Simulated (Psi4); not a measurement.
**revPBE/cc-pVDZ run of B2H4F2 (SMILES [BH2-]1[F+][BH2-][F+]1)**

What is the vertical singlet–triplet gap of B2H4F2 at revPBE/cc-pVDZ? 

The results are computed with Psi4 1.11.

### Step 1. The structure to begin with

The species is B2H4F2 (8 atoms), meant as a singlet with charge 0. SMILES: `[BH2-]1[F+][BH2-][F+]1`. Geometry: relaxed at PBE0-D4/def2-TZVP.

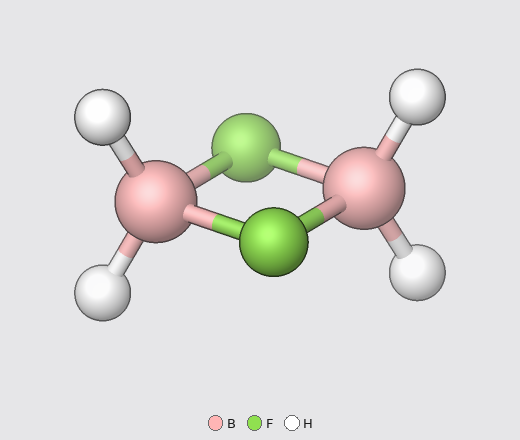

The structure, seen from a chosen angle (boron pink, fluorine green, hydrogen white).

### Step 2. Energy and gradient at revPBE/cc-pVDZ

File job.in:

```
memory 2200 mb

molecule {
  0 1
  B     -0.488000     0.947300    -0.293800
  F      0.637300     0.536000     0.670600
  B      0.488000    -0.947200     0.293900
  F     -0.636800    -0.535900    -0.671100
  H     -0.036000     1.557300    -1.210300
  H     -1.440200     1.308400     0.322000
  H      1.440200    -1.309100    -0.321600
  H      0.035400    -1.556800     1.210300
  units angstrom
  symmetry c1
  no_reorient
  no_com
}

set basis cc-pVDZ
set puream true
set e_convergence 1e-09
set d_convergence 1e-08
set scf_type pk
set dft_radial_points 99
set dft_spherical_points 590

e, wfn = gradient('revpbe', return_wfn=True)
oeprop(wfn, 'QUADRUPOLE', 'WIBERG_LOWDIN_INDICES', 'MAYER_INDICES')
```

On the command line:

```bash
$ psi4 job.in job.out -n 1
```

job.out:

```text
[...]
  Running in c1 symmetry.
[...]
  Nuclear repulsion =  118.500675990828697
[...]
  Multiplicity = 1
[...]
  Nalpha       = 16
  Nbeta        = 16
[...]
    Number of basis functions: 76
[...]
   @RKS iter   1:  -251.67183298159674   -4.30655e-01   4.41310e-03 DIIS/ADIIS
[...]
   @RKS iter  10:  -251.75411420123191   -2.20837e-11   3.38041e-09 DIIS
[...]
    Orbital Energies [Eh]
    ---------------------
    Doubly Occupied:
       1A    -24.348379     2A    -24.348342     3A     -6.601355
       4A     -6.601305     5A     -1.190544     6A     -1.135201
       7A     -0.568981     8A     -0.550222     9A     -0.505781
      10A     -0.473069    11A     -0.408727    12A     -0.405128
      13A     -0.401338    14A     -0.353812    15A     -0.314750
      16A     -0.272710
[...]
  @RKS Final Energy:  -251.75411420123191
   => Energetics <=
    Nuclear Repulsion Energy =            118.5006759908286966
    One-Electron Energy =                -581.5997002774965949
    Two-Electron Energy =                 241.8233121056426853
    DFT Exchange-Correlation Energy =     -30.4784020202067225
    Empirical Dispersion Energy =           0.0000000000000000
    VV10 Nonlocal Energy =                  0.0000000000000000
    Total Energy =                       -251.7541142012319142
[...]
  -Total Gradient:
     Atom            X                  Y                   Z
    ------   -----------------  -----------------  -----------------
       1        0.006749391789    -0.013149711768     0.004085097438
       2       -0.014535505010    -0.012287137118    -0.015315818328
       3       -0.006779167147     0.013192436607    -0.004004500859
       4        0.014528400444     0.012261732315     0.015306350940
       5       -0.003849226124    -0.005502440985     0.008039344273
       6        0.008403697741    -0.003336142804    -0.005326906326
       7       -0.008379723653     0.003322146537     0.005290571494
       8        0.003861547961     0.005499029505    -0.008073480437
[...]
 Multipole Moments:
 ------------------------------------------------------------------------------------
     Multipole            Electronic (a.u.)      Nuclear  (a.u.)        Total (a.u.)
 ------------------------------------------------------------------------------------
 L = 1.  Multiply by 2.5417464519 to convert [e a0] to [Debye]
 Dipole X            :         -0.0073596            0.0073699            0.0000104
 Dipole Y            :         -0.0020421            0.0022677            0.0002256
 Dipole Z            :          0.0069152           -0.0068030            0.0001122
 Magnitude           :                                                    0.0002522
 L = 2.  Multiply by 1.3450342976 to convert [e a0^2] to [Debye ang]
 Quadrupole XX       :        -67.7983424           49.4140061          -18.3843363
 Quadrupole XY       :          8.7464514           -8.4198272            0.3266242
[...]
```

Run time: 23 s. Hardware: 1 thread of AMD EPYC 7R43 (Zen 3), shared host; peak memory 1.2 GiB.

### Step 3. The triplet: the energy at U-revPBE/cc-pVDZ

File calc.py:

```python
import psi4

psi4.set_memory(2200000000)
psi4.set_num_threads(1)
psi4.set_output_file('b2f2h4.out', False)

mol = psi4.geometry("""
0 3
B     -0.92218635     1.79013756    -0.55520154
F      1.20432246     1.01289320     1.26725034
B      0.92218635    -1.78994859     0.55539051
F     -1.20337760    -1.01270423    -1.26819520
H     -0.06803014     2.94287049    -2.28713553
H     -2.72158356     2.47251766     0.60849181
H      2.72158356    -2.47384047    -0.60773592
H      0.06689630    -2.94192563     2.28713553
units au
symmetry c1
""")

psi4.set_options({
    'basis': 'cc-pVDZ',
    'reference': 'uks',
    'puream': True,
    'e_convergence': 1e-09,
    'd_convergence': 1e-08,
    'scf_type': 'pk',
    'dft_radial_points': 99,
    'dft_spherical_points': 590,
    'maxiter': 100,
})

result, w = psi4.energy("revpbe", return_wfn=True)
print(f'total energy {result:.8f} hartree = {result * 27.211386:.5f} eV')
for k, v in sorted(psi4.core.scalar_variables().items()):
    print(f'{k:45s} {v:18.10f}')
```

On the command line:

```bash
$ python calc.py
```

b2f2h4.out:

```text
[...]
  Running in c1 symmetry.
[...]
  Nuclear repulsion =  118.500675984207234
[...]
  Multiplicity = 3
[...]
  Nalpha       = 17
  Nbeta        = 15
[...]
    Number of basis functions: 76
[...]
   @UKS iter   1:  -251.39628078363393   -1.55102e-01   5.06053e-03 DIIS/ADIIS
[...]
   @UKS iter  13:  -251.51467570576105   -6.87805e-12   8.30946e-09 DIIS
[...]
   @S^2 Observed:                2.002062508E+00
[...]
    Orbital Energies [Eh]
    ---------------------
    Alpha Occupied:
       1A    -24.375681     2A    -24.375661     3A     -6.596877
       4A     -6.596821     5A     -1.208840     6A     -1.154642
       7A     -0.585802     8A     -0.566709     9A     -0.518900
      10A     -0.501280    11A     -0.435517    12A     -0.431033
      13A     -0.425527    14A     -0.379908    15A     -0.350598
      16A     -0.309135    17A     -0.049289
    Alpha Virtual:
      18A      0.031296    19A      0.035427    20A      0.085137
      21A      0.103390    22A      0.119008    23A      0.150761
      24A      0.161412    25A      0.199030    26A      0.257383
[...]
  @UKS Final Energy:  -251.51467570576105
   => Energetics <=
    Nuclear Repulsion Energy =            118.5006759842072341
    One-Electron Energy =                -580.9974341102981725
    Two-Electron Energy =                 241.3469388746092648
    DFT Exchange-Correlation Energy =     -30.3648564542793800
    Empirical Dispersion Energy =           0.0000000000000000
    VV10 Nonlocal Energy =                  0.0000000000000000
    Total Energy =                       -251.5146757057610500
  UHF NO Occupations:
  HONO-2 :   15  A 1.9995367
  HONO-1 :   16  A 1.0000000
[...]
 Multipole Moments:
 ------------------------------------------------------------------------------------
     Multipole            Electronic (a.u.)      Nuclear  (a.u.)        Total (a.u.)
 ------------------------------------------------------------------------------------
 L = 1.  Multiply by 2.5417464519 to convert [e a0] to [Debye]
 Dipole X            :          0.0010487           -0.0010280            0.0000207
 Dipole Y            :          0.0001847           -0.0003753           -0.0001906
 Dipole Z            :         -0.0007052            0.0007458            0.0000406
 Magnitude           :                                                    0.0001960
[...]
```

The script printed:

```text
total energy -251.51467571 hartree = -6844.06293 eV
CURRENT ENERGY                                   -251.5146757058
CURRENT REFERENCE ENERGY                         -251.5146757058
DD SOLVATION ENERGY                                 0.0000000000
DFT FUNCTIONAL TOTAL ENERGY                      -251.5146757058
DFT TOTAL ENERGY                                 -251.5146757058
DFT VV10 ENERGY                                     0.0000000000
DFT XC ENERGY                                     -30.3648564543
GRID ELECTRONS ALPHA                               17.0000016059
GRID ELECTRONS BETA                                15.0000009392
GRID ELECTRONS TOTAL                               32.0000025451
NUCLEAR REPULSION ENERGY                          118.5006759842
ONE-ELECTRON ENERGY                              -580.9974341103
PCM POLARIZATION ENERGY                             0.0000000000
PE ENERGY                                           0.0000000000
SCF ITERATION ENERGY                             -251.5146757058
SCF ITERATIONS                                     13.0000000000
SCF TOTAL ENERGY                                 -251.5146757058
TWO-ELECTRON ENERGY                               241.3469388746
XC GRID RADIAL POINTS                              99.0000000000
XC GRID SPHERICAL POINTS                          590.0000000000
XC GRID TOTAL POINTS                           443159.0000000000
```

It took 31 s on 1 thread of AMD EPYC 7R43 (Zen 3), shared host; peak memory 1.2 GiB.

### Step 4. Outcome

At revPBE/cc-pVDZ:

```
                                        quantity          value
                           singlet: total energy  -251.75411 Eh
                          singlet: dipole moment         0.00 D
                            singlet: HOMO energy       -7.42 eV
                            singlet: LUMO energy       -0.64 eV
                          singlet: HOMO–LUMO gap        6.78 eV
               singlet: largest force on an atom     1.256 eV/Å
                           triplet: total energy  -251.51468 Eh
                          triplet: dipole moment         0.00 D
     triplet: HOMO energy (highest over α and β)       -1.34 eV
                                   triplet: ⟨S²⟩          2.002
vertical energy of the triplet above the singlet       6.515 eV
```

At this shape the triplet lies 6.52 eV (150 kcal/mol) above the singlet. The largest force (singlet) is 1.26 eV/Å: the shape isn't a stationary point for this species at this level.
